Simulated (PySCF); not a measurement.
**C4H3F2NOS: runs on many settings, part 1 of 2**

Which settings matter for C4H3F2NOS (`COc1nsc(F)c1F`)?

The runs use PySCF 2.14.0, with density-fitted response routines of our own; the level of theory stands in each step. All values are computed, except where a source is named. Atoms are numbered from 0 throughout.

## 1. The molecule as given

12 atoms, charge 0, multiplicity 1; geometry from: GFN2-xTB.

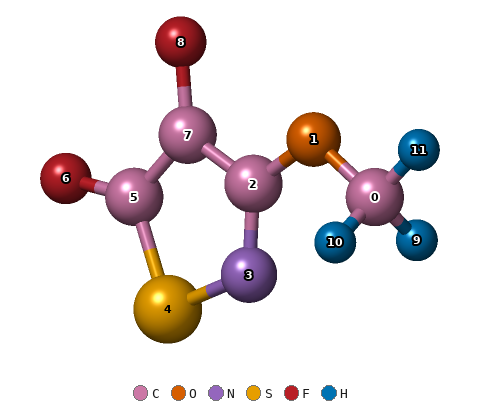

As it starts; carbon pink, oxygen orange, nitrogen purple, sulfur amber, fluorine red, hydrogen blue, atoms numbered.

## 2. TDDFT and polarisability: CAM-B3LYP/3-21G

What the job is given:

```
{"job": {"kind": "uv", "xc": "CAM-B3LYP", "basis": "3-21G", "nstates": 1, "ntriplets": 2, "tda": false, "scf": {"guess": "huckel", "aux": "def2-qzvpp-jkfit"}}, "charge": 0, "multiplicity": 1}
C      2.216796    -0.168889     0.141524
O      1.111742     0.628090    -0.251510
C     -0.084461     0.093846    -0.048326
N     -0.262279    -1.088708     0.480848
S     -1.845236    -1.479277     0.610413
C     -2.368459     0.012781    -0.079187
F     -3.650147     0.304037    -0.245736
C     -1.286840     0.782592    -0.395609
F     -1.325154     1.996906    -0.947915
H      2.218977    -1.114115    -0.404913
H      2.172995    -0.381526     1.211320
H      3.103264     0.413576    -0.096935
```

Method: TDDFT CAM-B3LYP/3-21G, vertical, gas phase, core orbitals frozen in the response.

Run with:

```
$ OMP_NUM_THREADS=1 python probes_run.py task.json out
```

One launch serves the whole session: the jobs run in the order shown.

Output:

```text
final grid: 118104 points
cycle   1  E = -871.2051906101  dE =  2.244e+00  |g| = 5.590e+00  |ddm| = 1.056e+01
cycle   2  E = -867.3128600702  dE =  3.892e+00  |g| = 5.931e+00  |ddm| = 1.260e+01
cycle   3  E = -875.9115565274  dE = -8.599e+00  |g| = 2.126e+00  |ddm| = 9.439e+00
cycle   4  E = -876.7751802275  dE = -8.636e-01  |g| = 1.359e+00  |ddm| = 4.110e+00
cycle   5  E = -877.1593329523  dE = -3.842e-01  |g| = 3.098e-01  |ddm| = 1.473e+00
cycle   6  E = -877.1747139773  dE = -1.538e-02  |g| = 1.728e-01  |ddm| = 4.653e-01
cycle   7  E = -877.1812844643  dE = -6.570e-03  |g| = 2.017e-02  |ddm| = 1.843e-01
cycle   8  E = -877.1814322818  dE = -1.478e-04  |g| = 1.023e-02  |ddm| = 3.552e-02
cycle   9  E = -877.1814674593  dE = -3.518e-05  |g| = 2.469e-03  |ddm| = 1.636e-02
cycle  10  E = -877.1814721807  dE = -4.721e-06  |g| = 8.301e-04  |ddm| = 7.884e-03
cycle  11  E = -877.1814723901  dE = -2.094e-07  |g| = 3.297e-04  |ddm| = 1.339e-03
cycle  12  E = -877.1814724428  dE = -5.270e-08  |g| = 1.258e-04  |ddm| = 8.046e-04
cycle  13  E = -877.1814724471  dE = -4.339e-09  |g| = 3.378e-05  |ddm| = 1.963e-04
cycle  14  E = -877.1814724476  dE = -4.575e-10  |g| = 1.626e-05  |ddm| = 7.306e-05
converged SCF energy = -877.1814724476

Static polarisability (au): isotropic 55.220, principal 27.556 58.659 79.444

Singlet excitations
state   eV       nm        f      main configurations
  1   5.9179    209.5   0.14962   H->L 0.84, H->L+1 0.09

Triplet excitations (Tamm-Dancoff, eV): 4.1655 4.4327
```

Wall time 11 s (1 thread of Arm Neoverse V1, shared host); peak memory 0.53 GiB.

The orbitals next to the gap, with their largest atomic shares:

| orbital | eV | atoms |
| --- | --- | --- |
| HOMO−3 | -11.11 | O1 30 %, S4 28 %, C0 10 % |
| HOMO−2 | -9.64 | N3 66 %, C5 6 %, S4 6 % |
| HOMO−1 | -8.81 | N3 28 %, C5 27 %, C7 19 % |
| HOMO | -8.20 | S4 35 %, O1 27 %, C7 11 % |
| LUMO | 0.62 | C5 33 %, N3 22 %, S4 13 % |
| LUMO+1 | 1.55 | S4 48 %, N3 20 %, C5 16 % |
| LUMO+2 | 3.43 | S4 33 %, C5 12 %, N3 12 % |

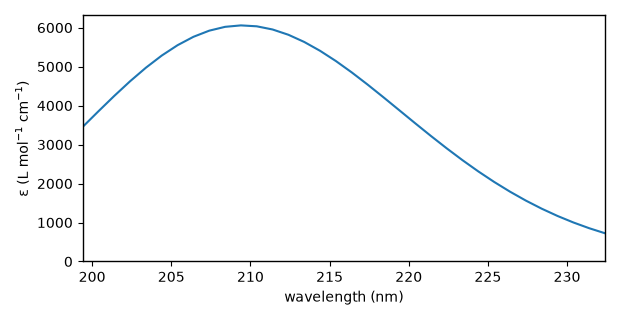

Absorption spectrum: each of the 1 states is a Gaussian band of 0.4 eV half-width at 1/e. Beyond the last state computed it falls off for lack of states.

Further results of this job:

```
           property  computed
  dipole moment (D)      1.30
polarisability (Å³)      8.18
 HOMO–LUMO gap (eV)      8.82
      −ε(HOMO) (eV)      8.20
```

## 3. NMR shieldings: PBE/pcSseg-1

Same as in step 2 but for these lines:

```diff
@@ -1,2 +1,2 @@
-{"job": {"kind": "uv", "xc": "CAM-B3LYP", "basis": "3-21G", "nstates": 1, "ntriplets": 2, "tda": false, "scf": {"guess": "huckel", "aux": "def2-qzvpp-jkfit"}}, "charge": 0, "multiplicity": 1}
+{"job": {"kind": "nmr", "xc": "PBE", "basis": "pcSseg-1", "pop": false, "scf": {"guess": "sap"}}, "charge": 0, "multiplicity": 1}
 C      2.216796    -0.168889     0.141524
```

Level: GIAO PBE/pcSseg-1 NMR shielding, non-relativistic, gas phase.

Output:

```text
final grid: 118104 points
cycle   1  E = -828.2081470861  dE =  4.879e+01  |g| = 1.094e+01  |ddm| = 5.872e+01
cycle   2  E = -552.7514710338  dE =  2.755e+02  |g| = 2.782e+01  |ddm| = 6.318e+01
cycle   3  E = -814.5107566998  dE = -2.618e+02  |g| = 1.264e+01  |ddm| = 2.212e+01
cycle   4  E = -863.0611586959  dE = -4.855e+01  |g| = 8.213e+00  |ddm| = 1.363e+01
cycle   5  E = -872.6936469395  dE = -9.632e+00  |g| = 5.979e+00  |ddm| = 1.358e+01
cycle   6  E = -879.8815850375  dE = -7.188e+00  |g| = 2.532e+00  |ddm| = 7.334e+00
cycle   7  E = -879.8012320857  dE =  8.035e-02  |g| = 2.608e+00  |ddm| = 4.071e+00
cycle   8  E = -881.0418849737  dE = -1.241e+00  |g| = 1.087e+00  |ddm| = 3.384e+00
cycle   9  E = -881.2775850907  dE = -2.357e-01  |g| = 3.038e-01  |ddm| = 1.017e+00
cycle  10  E = -881.2889533394  dE = -1.137e-02  |g| = 2.097e-01  |ddm| = 3.335e-01
cycle  11  E = -881.2967816474  dE = -7.828e-03  |g| = 5.966e-02  |ddm| = 1.739e-01
cycle  12  E = -881.2974339362  dE = -6.523e-04  |g| = 2.255e-02  |ddm| = 6.568e-02
cycle  13  E = -881.2975359419  dE = -1.020e-04  |g| = 8.354e-03  |ddm| = 2.334e-02
cycle  14  E = -881.2975471688  dE = -1.123e-05  |g| = 2.874e-03  |ddm| = 7.810e-03
cycle  15  E = -881.2975486662  dE = -1.497e-06  |g| = 1.250e-03  |ddm| = 3.742e-03
cycle  16  E = -881.2975490451  dE = -3.789e-07  |g| = 2.683e-04  |ddm| = 1.435e-03
cycle  17  E = -881.2975490581  dE = -1.295e-08  |g| = 1.616e-04  |ddm| = 3.322e-04
cycle  18  E = -881.2975490621  dE = -3.997e-09  |g| = 6.805e-05  |ddm| = 1.511e-04
cycle  19  E = -881.2975490631  dE = -1.048e-09  |g| = 1.170e-05  |ddm| = 7.025e-05
cycle  20  E = -881.2975490632  dE = -2.842e-11  |g| = 7.276e-06  |ddm| = 1.532e-05
converged SCF energy = -881.2975490632

GIAO shielding tensors (ppm)
atom      isotropic    diamagn.    paramagn.     s11        s22        s33       span
  0 C      125.256     244.494    -119.238     94.595    107.429    173.744     79.149
  1 O      196.768     396.125    -199.358     59.660    252.508    278.135    218.475
  2 C       24.369     254.264    -229.895    -40.971     31.827     82.252    123.224
  3 N       52.957     330.532    -277.575   -149.004     62.355    245.521    394.525
  4 S      253.661    1055.844    -802.183     69.112    337.750    354.121    285.009
  5 C        7.133     262.499    -255.366    -37.475     -2.550     61.424     98.899
  6 F      284.144     465.880    -181.737    201.511    231.555    419.365    217.854
  7 C       44.794     248.070    -203.276     -4.567     57.632     81.316     85.884
  8 F      332.452     470.144    -137.691    249.412    294.056    453.888    204.476
  9 H       27.358      29.005      -1.647     23.800     25.040     33.235      9.435
 10 H       27.370      29.017      -1.647     23.813     25.041     33.256      9.442
 11 H       27.496      27.913      -0.417     23.545     26.013     32.929      9.384
```

It took 38 s on 1 thread of Arm Neoverse V1, shared host; peak memory 0.73 GiB.

The references, computed at this level on geometries of the same kind, shield at (ppm): 1H TMS 31.64, 13C TMS 182.6, 19F CFCl3 137.7, 15N NH3 267.3, 17O H2O 336.3. Their shielding less the atom's gives the shift. The references are single molecules in the gas phase, so shifts against H2O, NH3, PH3, H3PO4 or CFCl3 are not on the usual liquid scales and can be off by tens of ppm. Atoms listed in one row are averaged.

```csv
atoms,environment,σ (ppm),δ (ppm)
C5,aromatic carbon bearing fluorine,7.1,175.5
C2,aromatic carbon bearing oxygen,24.4,158.3
C7,aromatic carbon bearing fluorine,44.8,137.8
C0,methyl carbon bonded to O,125.3,57.4
"H9, H10, H11",hydrogen on a methyl carbon bonded to O,27.41,4.23
O1,ether oxygen,196.8,139.6
N3,pyridine-type nitrogen of an azole,53.0,214.4
S4,aromatic ring sulfur,254,–
F6,aryl fluorine,284.1,-146.4
F8,aryl fluorine,332.5,-194.7
```

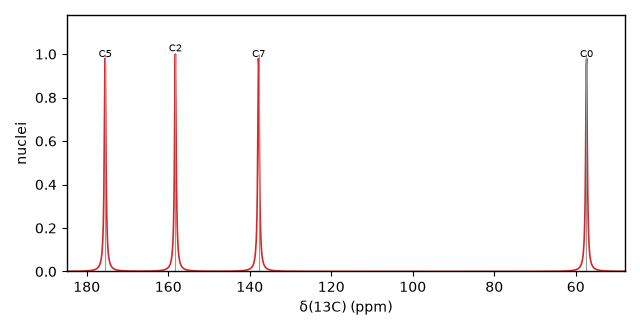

13C lines at the computed shifts, without couplings. Lines are broadened to a width of 0.47 ppm (Lorentzian).

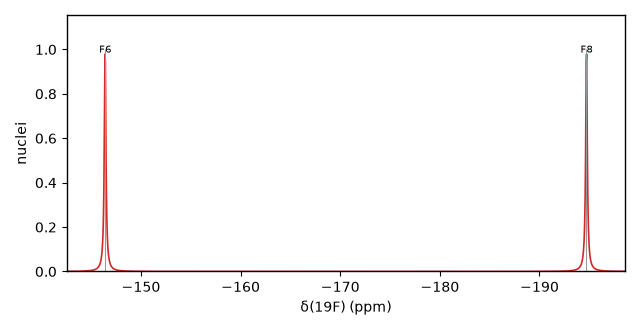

19F lines at the computed shifts, without couplings. Lines are broadened to a width of 0.19 ppm (Lorentzian).

Ring of atoms C2, N3, S4, C5, C7: NICS(0) -15.2, NICS(1) -9.2, NICS(1)zz -19.5 ppm (means of both faces).

(Continued in part 2 of 2.)
